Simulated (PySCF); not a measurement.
C7H15P

```json
{"atom": "C", "x (Å)": "2.6717", "y (Å)": "0.5682", "z (Å)": "0.4607"}
{"atom": "C", "x (Å)": "1.7626", "y (Å)": "-0.4608", "z (Å)": "-0.1910"}
{"atom": "C", "x (Å)": "0.2924", "y (Å)": "-0.1534", "z (Å)": "0.0031"}
{"atom": "C", "x (Å)": "-0.7538", "y (Å)": "-1.0423", "z (Å)": "-0.7046"}
{"atom": "C", "x (Å)": "-1.1822", "y (Å)": "-2.3098", "z (Å)": "0.0076"}
{"atom": "C", "x (Å)": "-1.8141", "y (Å)": "0.0587", "z (Å)": "-0.9011"}
{"atom": "P", "x (Å)": "-0.4554", "y (Å)": "1.3540", "z (Å)": "-0.8500"}
{"atom": "C", "x (Å)": "-0.9505", "y (Å)": "2.4567", "z (Å)": "0.5484"}
{"atom": "H", "x (Å)": "2.4890", "y (Å)": "0.6344", "z (Å)": "1.5455"}
{"atom": "H", "x (Å)": "2.4974", "y (Å)": "1.5696", "z (Å)": "0.0332"}
{"atom": "H", "x (Å)": "3.7356", "y (Å)": "0.3265", "z (Å)": "0.3149"}
{"atom": "H", "x (Å)": "1.9763", "y (Å)": "-0.5127", "z (Å)": "-1.2730"}
{"atom": "H", "x (Å)": "1.9814", "y (Å)": "-1.4663", "z (Å)": "0.2132"}
{"atom": "H", "x (Å)": "0.0516", "y (Å)": "-0.1024", "z (Å)": "1.0819"}
{"atom": "H", "x (Å)": "-0.3464", "y (Å)": "-1.3081", "z (Å)": "-1.6975"}
{"atom": "H", "x (Å)": "-1.9535", "y (Å)": "-2.8502", "z (Å)": "-0.5644"}
{"atom": "H", "x (Å)": "-1.6006", "y (Å)": "-2.0782", "z (Å)": "1.0006"}
{"atom": "H", "x (Å)": "-0.3317", "y (Å)": "-2.9951", "z (Å)": "0.1522"}
{"atom": "H", "x (Å)": "-2.4335", "y (Å)": "-0.0005", "z (Å)": "-1.8078"}
{"atom": "H", "x (Å)": "-2.4748", "y (Å)": "0.1382", "z (Å)": "-0.0213"}
{"atom": "H", "x (Å)": "-1.3725", "y (Å)": "1.9005", "z (Å)": "1.4006"}
{"atom": "H", "x (Å)": "-0.0698", "y (Å)": "3.0216", "z (Å)": "0.8927"}
{"atom": "H", "x (Å)": "-1.6945", "y (Å)": "3.1871", "z (Å)": "0.1943"}
```

Geometry: PBE0-D3(BJ)/def2-SVP.

Theory: PBE0/pcSseg-1, SCF density, gas phase, non-relativistic in PySCF.

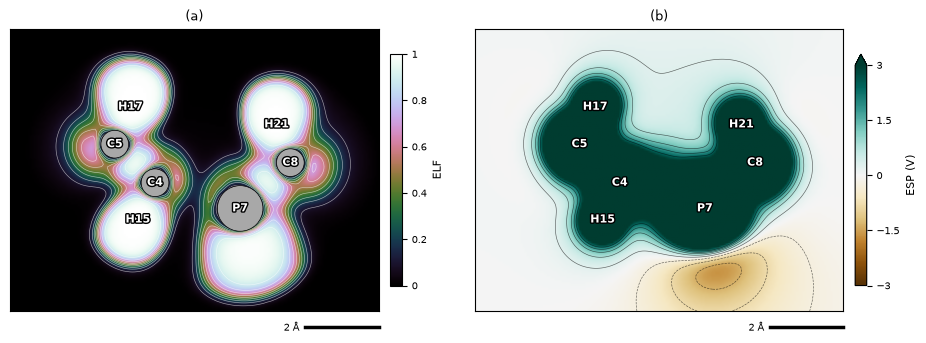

Figure 1. (a) ELF; (b) molecular electrostatic potential on the plane of atoms C4, C5 and H17. Grey discs cover the atomic cores in the ELF map.

### Read the bonding off the picture.

Atoms in the plane: C, P and H. C–C (1.52 Å): the ELF peaks at about 0.95 between the atoms, as expected for localised, covalent bonding. C–P (1.85 Å): the ELF peaks at about 0.95 between the atoms: a shared electron pair. C–H (1.11 Å): the ELF climbs to about 1 towards the hydrogen, as it does in any bond to H (a covalent bond by its length). The ELF also peaks beside P7, away from the bonds: lone-pair regions. Outside the dense part of the molecule the potential is most negative (−1.6 V) near P7.

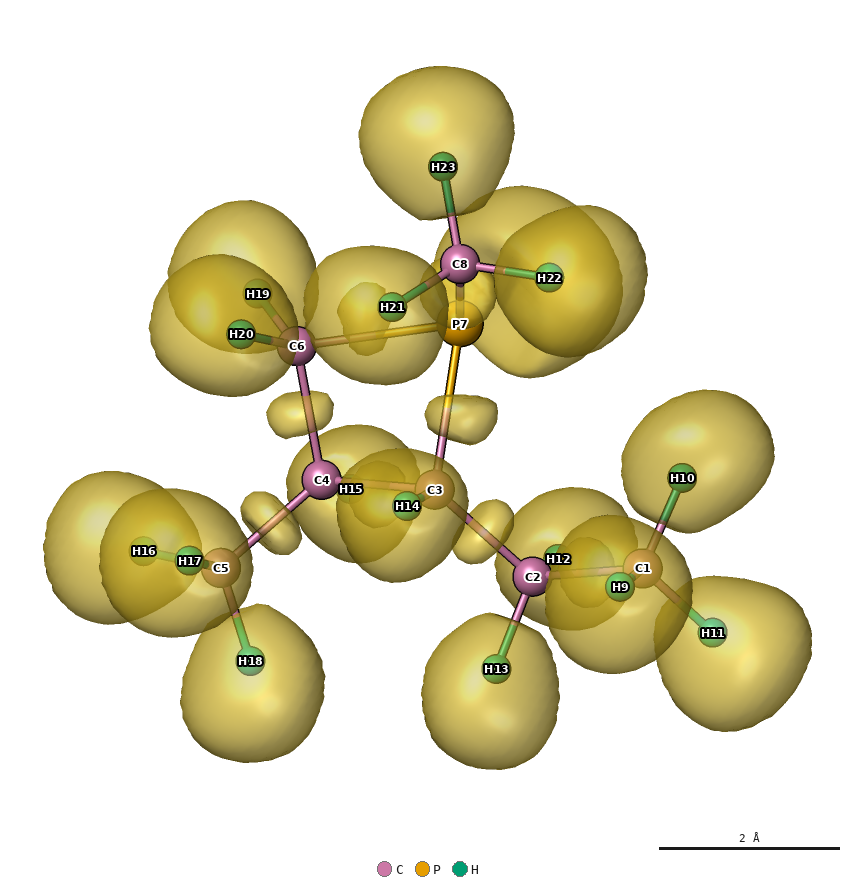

Figure 2. Isosurface of the electron localisation function at 0.85 (yellow), seen at a tilt. Only the valence region is drawn (cores and ρ < 0.01 e/Å³ removed).

### What do the ELF domains correspond to?

At this value the surface marks out five regions between bonded C–C atoms (shared pairs), three regions between bonded C–P atoms (shared pairs), 15 regions around hydrogen nuclei and one lobe on P, pointing away from the bonds (lone pairs). Along the contacts the grid gives the following. C–C (1.51 Å): the ELF peaks at about 0.95 between the atoms; localised, covalent bonding.

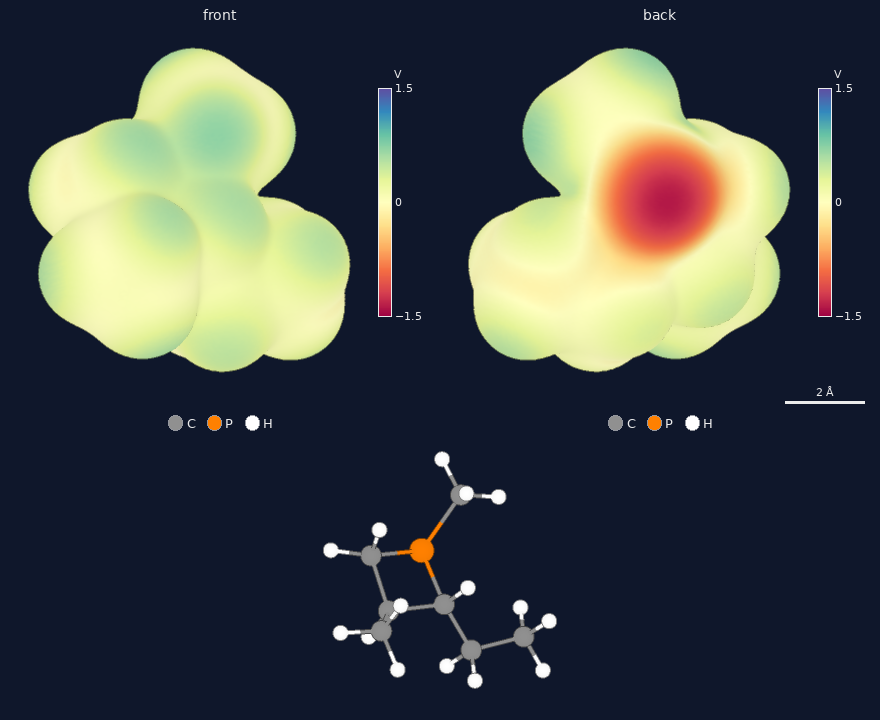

Figure 3. The molecular electrostatic potential painted on the density surface at 0.002 e/bohr³, seen from the front and from behind; red is negative and blue positive. The bare structure is drawn below in the same view.

### Describe the electrostatic potential map.

The most negative region (about −1.3 V) lies over P7, the most positive (about +0.7 V) over H21, H22 and H23.
